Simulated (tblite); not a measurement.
# C5H12O2Si2: the cost of one run

The runs use tblite 0.8.0 and PySCF 2.14.0, with density-fitted response routines of our own; the level of theory stands in each step. All values are computed, except where a source is named. Atoms count from 0, in the outputs and in this text.

## (1) The starting structure

21 atoms, charge 0, multiplicity 1; geometry from: force field or distance geometry start.

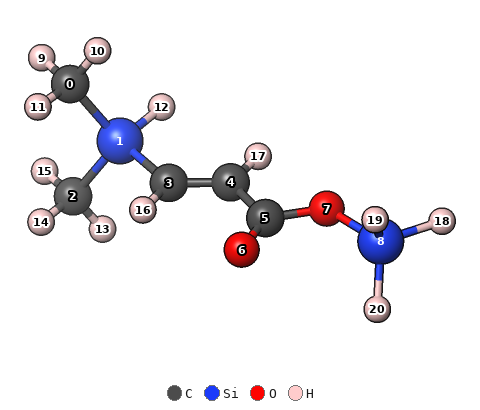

The starting geometry (carbon dark grey, silicon blue, oxygen red, hydrogen pink), atoms numbered; sticks join atoms by distance.

## (2) Geometry optimisation with GFN2-xTB

Job settings and geometry (Å):

```
{"job": {"kind": "relax", "xc": "GFN2-xTB", "basis": "xTB"}, "charge": 0, "multiplicity": 1}
C     -2.804800     1.315600     1.204000
Si    -2.018800     0.402600    -0.207800
C     -3.070900    -1.021000    -0.755000
C     -0.340000    -0.190300     0.274800
C      0.808400     0.165600    -0.299600
C      2.101500    -0.378100     0.162300
O      2.234300    -1.163600     1.082900
O      3.086500     0.160700    -0.597600
Si     4.684900    -0.211900    -0.384200
H     -3.798800     1.701700     0.914700
H     -2.202800     2.167400     1.515200
H     -2.958100     0.664600     2.075100
H     -1.848800     1.337000    -1.326500
H     -2.619600    -1.543400    -1.605600
H     -3.232700    -1.732900     0.050400
H     -4.067300    -0.660600    -1.064900
H     -0.334500    -0.894000     1.118300
H      0.843900     0.857200    -1.139100
H      5.474700     0.546600    -1.382200
H      5.138000     0.215800     0.969000
H      4.916000    -1.649400    -0.604800
```

On the command line:

```sh
$ OMP_NUM_THREADS=1 python probes_run.py task.json out
```

This one command runs all jobs of the session in turn.

**Question.** How long does this first job take on 1 thread of Intel Xeon at 2.50GHz, shared host?

About 1.1 s.
